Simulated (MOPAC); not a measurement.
## Geometry relaxation, with input and output: C3H9PS (part 2 of 2)

C3H9PS, SMILES CP(C)(C)=S; PM6-D3, closed shell, dispersion D3 (MOPAC 23.2.5). The atoms were displaced at random from an optimised geometry.

Geometry of the input (Å):
```
C  -1.5892  0.4751  0.1570
P  0.1458  0.4467  -0.3279
C  1.0674  0.3453  1.2229
C  0.3964  -1.1603  -1.1197
S  0.6486  1.9632  -1.4361
H  -1.7912  1.3788  0.7242
H  -1.8129  -0.3914  0.7808
H  -2.2055  0.4545  -0.7283
H  0.9173  1.2516  1.7926
H  2.1426  0.2559  0.9922
H  0.7505  -0.5243  1.8229
H  0.0997  -1.9792  -0.4466
H  1.4592  -1.2733  -1.3804
H  -0.1969  -1.1888  -2.0254
```

**Output, continued**
```
  ATOM NO.   TYPE          CHARGE      No. of ELECS.   s-Pop       p-Pop       d-Pop
    1          C          -0.731688        4.7317     1.10651     3.62518
    2          P           1.237232        3.7628     1.16335     2.52375     0.07566
    3          C          -0.731685        4.7317     1.10652     3.62517
    4          C          -0.731695        4.7317     1.10651     3.62518
    5          S          -0.825427        6.8254     1.96862     4.74673     0.11008
    6          H           0.204098        0.7959     0.79590
    7          H           0.186324        0.8137     0.81368
    8          H           0.204007        0.7960     0.79599
    9          H           0.204068        0.7959     0.79593
   10          H           0.204035        0.7960     0.79596
   11          H           0.186312        0.8137     0.81369
   12          H           0.186337        0.8137     0.81366
   13          H           0.204107        0.7959     0.79589
   14          H           0.203974        0.7960     0.79603
 DIPOLE           X         Y         Z       TOTAL
 POINT-CHG.    -1.885    -5.595     4.123     7.201
 HYBRID         0.265     0.788    -0.581     1.014
 SUM           -1.620    -4.806     3.542     6.187

          ATOMIC ORBITAL ELECTRON POPULATIONS

     Atom    s        px        py        pz      x^2-y^2     xz        z^2       yz        xy
    1  C   1.10651   1.18995   1.21495   1.22027
    2  P   1.16335   0.82815   0.85462   0.84099   0.01858   0.01554   0.01438   0.01572   0.01145
    3  C   1.10652   1.21820   1.21501   1.19196
    4  C   1.10651   1.22973   1.18246   1.21299
    5  S   1.96862   1.81540   1.34423   1.58710   0.02212   0.01248   0.01965   0.03427   0.02156
    6  H   0.79590
    7  H   0.81368
    8  H   0.79599
    9  H   0.79593
   10  H   0.79596
   11  H   0.81369
   12  H   0.81366
   13  H   0.79589
   14  H   0.79603

           MULLIKEN POPULATION ANALYSIS

        MULLIKEN POPULATIONS AND CHARGES

      NO.  ATOM   POPULATION      CHARGE
        1    C     5.105382     -1.105382
        2    P     2.421600      2.578400
        3    C     5.105367     -1.105367
        4    C     5.105391     -1.105391
        5    S     7.305082     -1.305082
        6    H     0.765937      0.234063
        7    H     0.787064      0.212936
        8    H     0.766054      0.233946
        9    H     0.765976      0.234024
       10    H     0.766013      0.233987
       11    H     0.787075      0.212925
       12    H     0.787054      0.212946
       13    H     0.765931      0.234069
       14    H     0.766074      0.233926

 *                    *
 * JOB ENDED NORMALLY *
 *                    *

 TOTAL JOB TIME:             0.36 SECONDS

 == MOPAC DONE ==
```

**Trajectory as extended XYZ (Å, eV, eV/Å), 8 of the 34 frames kept, from step=0 to step=33**
```
14
Properties=species:S:1:pos:R:3:forces:R:3 step=0 energy=-2.78172
C    -1.5892    0.4751    0.1570   -0.7744  -0.3141   0.5740
P     0.1458    0.4467   -0.3279    0.8530   1.6832  -1.2285
C     1.0674    0.3453    1.2229    0.6875  -0.5705   0.8226
C     0.3964   -1.1603   -1.1197    0.2890  -0.9664  -0.0382
S     0.6486    1.9632   -1.4361    0.1015   0.1669  -0.1559
H    -1.7912    1.3788    0.7242   -0.4592   0.4194   0.2390
H    -1.8129   -0.3914    0.7808   -0.4458  -0.1659   0.2135
H    -2.2055    0.4545   -0.7283   -0.7470   0.0801  -0.3835
H     0.9173    1.2516    1.7926    0.1302   0.4364   0.5748
H     2.1426    0.2559    0.9922    0.1788   0.0044   0.3094
H     0.7505   -0.5243    1.8229    0.1958   0.1244   0.1342
H     0.0997   -1.9792   -0.4466    0.0694  -0.1879  -0.2271
H     1.4592   -1.2733   -1.3804    0.0793  -0.2931  -0.2129
H    -0.1969   -1.1888   -2.0254   -0.1582  -0.4167  -0.6214
14
Properties=species:S:1:pos:R:3:forces:R:3 step=5 energy=-3.04804
C    -1.6185    0.4706    0.1878   -0.0977   0.0075  -0.2940
P     0.1665    0.4811   -0.3449    0.1063  -0.1892  -0.1054
C     1.0808    0.3446    1.2763    0.2162   0.1252  -0.0593
C     0.4036   -1.1914   -1.1568   -0.0220  -0.0104   0.2626
S     0.6526    1.9809   -1.4764    0.0521   0.0199   0.0427
H    -1.8367    1.3871    0.7469   -0.1835   0.0462   0.0712
H    -1.8497   -0.4007    0.8036   -0.0967   0.0063   0.0516
H    -2.2652    0.4567   -0.7093   -0.0609   0.0319   0.1915
H     0.9281    1.2496    1.8817    0.0316   0.0041   0.0169
H     2.1625    0.2478    1.1057    0.0305   0.0408   0.0232
H     0.7564   -0.5177    1.8561   -0.0600  -0.1067   0.0944
H     0.0996   -2.0134   -0.4925    0.0682   0.0941  -0.0855
H     1.4562   -1.3332   -1.4309    0.0205  -0.0491  -0.0672
H    -0.1950   -1.2582   -2.0701   -0.0047  -0.0206  -0.1427
14
Properties=species:S:1:pos:R:3:forces:R:3 step=9 energy=-3.05810
C    -1.6223    0.4746    0.1811   -0.1242  -0.1286   0.0094
P     0.1689    0.4749   -0.3452   -0.0247  -0.0478  -0.0838
C     1.0880    0.3465    1.2786    0.1101   0.1770  -0.1398
C     0.4053   -1.1936   -1.1561   -0.0509  -0.0724  -0.0549
S     0.6531    1.9823   -1.4721    0.0514  -0.0262   0.0558
H    -1.8548    1.3851    0.7465   -0.0581   0.0577   0.0238
H    -1.8610   -0.3939    0.8100   -0.0147   0.0910  -0.0676
H    -2.2867    0.4630   -0.6972    0.0156   0.0114   0.0549
H     0.9313    1.2543    1.8793    0.0271   0.0068   0.0126
H     2.1707    0.2580    1.1119    0.0075   0.0115   0.0040
H     0.7560   -0.5106    1.8576   -0.0315  -0.1574   0.1371
H     0.1032   -2.0152   -0.4957    0.0439   0.0420  -0.0453
H     1.4541   -1.3447   -1.4488   -0.0122   0.0073   0.0149
H    -0.1906   -1.2644   -2.0824    0.0606   0.0277   0.0789
14
Properties=species:S:1:pos:R:3:forces:R:3 step=14 energy=-3.06287
C    -1.6308    0.4736    0.1815   -0.0652  -0.0031  -0.0106
P     0.1631    0.4696   -0.3462   -0.0239  -0.0210   0.0036
C     1.0938    0.3527    1.2714    0.0003   0.0136   0.0128
C     0.4059   -1.1969   -1.1594   -0.0243  -0.0139   0.0081
S     0.6601    1.9801   -1.4611    0.0289   0.0093  -0.0048
H    -1.8663    1.3893    0.7438   -0.0016  -0.0105  -0.0101
H    -1.8709   -0.3893    0.8113   -0.0270   0.0261  -0.0261
H    -2.2968    0.4667   -0.6950    0.0262  -0.0093   0.0350
H     0.9373    1.2636    1.8682    0.0300   0.0028   0.0030
H     2.1766    0.2690    1.1006   -0.0221  -0.0054  -0.0027
H     0.7622   -0.5045    1.8657    0.0494  -0.0005   0.0085
H     0.1097   -2.0194   -0.5007    0.0100  -0.0001  -0.0216
H     1.4556   -1.3455   -1.4485    0.0100   0.0181   0.0039
H    -0.1855   -1.2628   -2.0847    0.0094  -0.0060   0.0010
14
Properties=species:S:1:pos:R:3:forces:R:3 step=19 energy=-3.06502
C    -1.6420    0.4743    0.1803   -0.0111  -0.0345  -0.0056
P     0.1536    0.4649   -0.3416   -0.0023  -0.0090  -0.0052
C     1.0983    0.3588    1.2686    0.0119  -0.0124   0.0022
C     0.4052   -1.1975   -1.1622    0.0227   0.0283  -0.0021
S     0.6695    1.9749   -1.4531   -0.0145  -0.0079  -0.0008
H    -1.8756    1.3912    0.7395   -0.0121   0.0167   0.0007
H    -1.8905   -0.3855    0.8106   -0.0063   0.0148  -0.0138
H    -2.3041    0.4637   -0.6975    0.0070   0.0056   0.0025
H     0.9543    1.2750    1.8596    0.0053   0.0027   0.0049
H     2.1777    0.2755    1.0793    0.0186   0.0004   0.0020
H     0.7878   -0.4955    1.8765   -0.0010  -0.0027  -0.0016
H     0.1166   -2.0298   -0.5159   -0.0079  -0.0069   0.0229
H     1.4594   -1.3300   -1.4477   -0.0035  -0.0018   0.0008
H    -0.1787   -1.2630   -2.0914   -0.0068   0.0067  -0.0069
14
Properties=species:S:1:pos:R:3:forces:R:3 step=24 energy=-3.06542
C    -1.6449    0.4749    0.1761    0.0061   0.0053   0.0012
P     0.1536    0.4650   -0.3379    0.0003   0.0065  -0.0015
C     1.1040    0.3561    1.2694   -0.0012   0.0002  -0.0014
C     0.4064   -1.1951   -1.1598   -0.0007  -0.0027   0.0001
S     0.6653    1.9730   -1.4537   -0.0042   0.0108   0.0030
H    -1.8805    1.3947    0.7313   -0.0086  -0.0035   0.0019
H    -1.9002   -0.3834    0.8039   -0.0004   0.0036   0.0002
H    -2.3020    0.4663   -0.7057    0.0111   0.0010  -0.0011
H     0.9629    1.2710    1.8633    0.0032  -0.0012   0.0003
H     2.1837    0.2731    1.0768   -0.0059   0.0009  -0.0032
H     0.7953   -0.4996    1.8763    0.0001  -0.0012  -0.0023
H     0.1165   -2.0261   -0.5111    0.0032  -0.0105  -0.0004
H     1.4599   -1.3277   -1.4470   -0.0044  -0.0046   0.0037
H    -0.1793   -1.2586   -2.0885    0.0013  -0.0047  -0.0004
14
Properties=species:S:1:pos:R:3:forces:R:3 step=28 energy=-3.06552
C    -1.6446    0.4758    0.1747   -0.0015   0.0038  -0.0003
P     0.1540    0.4653   -0.3379   -0.0025   0.0023   0.0001
C     1.1052    0.3552    1.2685   -0.0006   0.0003   0.0003
C     0.4063   -1.1964   -1.1579   -0.0023  -0.0013  -0.0001
S     0.6635    1.9749   -1.4527   -0.0006   0.0027   0.0019
H    -1.8831    1.3948    0.7298    0.0012   0.0004  -0.0002
H    -1.9018   -0.3821    0.8022    0.0014  -0.0024  -0.0005
H    -2.2989    0.4677   -0.7092    0.0004  -0.0009  -0.0010
H     0.9654    1.2694    1.8638    0.0001  -0.0015  -0.0005
H     2.1844    0.2724    1.0741    0.0011  -0.0009  -0.0001
H     0.7967   -0.5015    1.8742    0.0015   0.0007   0.0002
H     0.1168   -2.0275   -0.5087    0.0003   0.0021  -0.0012
H     1.4597   -1.3301   -1.4443    0.0021  -0.0015   0.0013
H    -0.1789   -1.2609   -2.0868   -0.0005  -0.0038  -0.0001
14
Properties=species:S:1:pos:R:3:forces:R:3 step=33 energy=-3.06553
C    -1.6449    0.4761    0.1738    0.0001  -0.0004   0.0000
P     0.1538    0.4655   -0.3383    0.0001   0.0000  -0.0001
C     1.1059    0.3547    1.2677   -0.0002   0.0002   0.0000
C     0.4062   -1.1970   -1.1569    0.0006   0.0001   0.0002
S     0.6630    1.9762   -1.4517    0.0005  -0.0003  -0.0005
H    -1.8834    1.3950    0.7289    0.0001  -0.0003   0.0002
H    -1.9020   -0.3822    0.8008   -0.0003  -0.0002   0.0001
H    -2.2986    0.4680   -0.7105   -0.0003   0.0001   0.0002
H     0.9665    1.2686    1.8634    0.0007   0.0002   0.0001
H     2.1850    0.2716    1.0726   -0.0007   0.0005   0.0000
H     0.7980   -0.5021    1.8735   -0.0002  -0.0005  -0.0002
H     0.1166   -2.0271   -0.5066   -0.0003   0.0002   0.0001
H     1.4598   -1.3313   -1.4423   -0.0001  -0.0004  -0.0001
H    -0.1789   -1.2636   -2.0858    0.0002   0.0007   0.0001
```

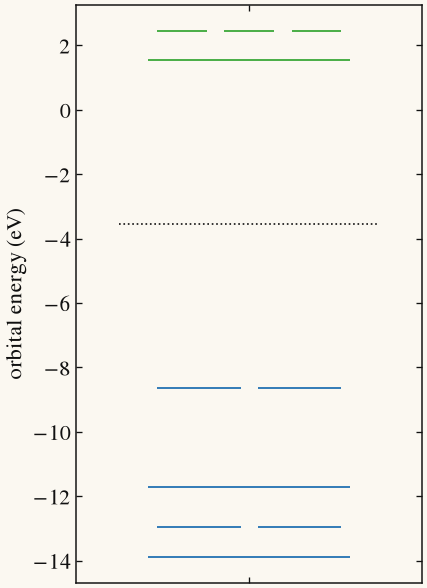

*Orbital energies near the frontier; the dotted line parts filled from empty levels, and levels within 0.02 eV of each other stand side by side.*

Highest filled −8.65 eV, lowest empty 1.54 eV, 10.19 eV apart.

**Results in brief**

- outcome: converged
- total energy: −29.763311 hartree
- dispersion energy: −0.004594 hartree
- heat of formation: −70.69 kcal/mol
- basis functions: 39
- largest force: 0.001 eV/Å
- HOMO: −8.65 eV
- LUMO: 1.54 eV
- dipole moment: 6.19 D
- hardware: 1 thread of Arm Neoverse N1, 16 GiB of memory available, shared host
- peak memory: 0.074 GiB

**Remarks**

MOPAC's energies along a path are heats of formation.
